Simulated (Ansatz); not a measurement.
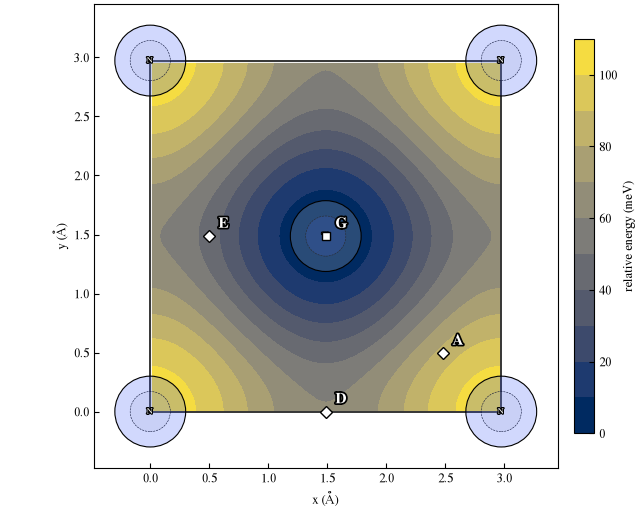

O on a TiN(100) slab cut from the Fm-3m phase, its upper half relaxed before the scan (24 atoms of substrate and one adsorbate in a 2 × 2 cell). O is moved over the surface cell at a fixed height above a rigid substrate; the origin of the map has the adsorbate above N21; the height is held at 3.30 Å. Places are given modulo a cell vector. The map is drawn in real space over the plane of the surface. The grid has 6 × 6 points; 10 points were computed and 26 follow by symmetry. Places are given in fractions of the 1 × 1 surface cell. Energies: meV, counted from the lowest grid point. The runs have no spin polarisation, so an open-shell adsorbate far from the surface lies too high. At a fixed height the lowest place need not be the adsorption site. The calculation used DFT PBE+D3(BJ), scalar-relativistic, plane waves, PAW (Ansatz). Settings: cutoff 420 eV, k-mesh 5×5×1, gaussian smearing 0.1 eV, no spin polarisation.

In the figure: filled contours, labelled circles for the atoms of the top layer and small ones for the second layer, the outline of one cell of the plane, lettered points. Between grid points the surface is interpolated.

> Is A the lowest point of the computed grid?

No. A lies 83 meV above the lowest grid point, which is at the top site over a surface Ti atom, (3/6, 3/6) of the cell vectors.

> What kind of point is each of A, D, G: minimum, saddle, maximum or slope?

A: on a slope; D: saddle point; G: minimum. (In these two coordinates alone; a stationary point may lie a little off the grid point.)

> Rank the lettered points by energy, lowest first.

G (0 meV), E (45 meV), D (60 meV), A (83 meV).

PAW datasets: the set soft_1.
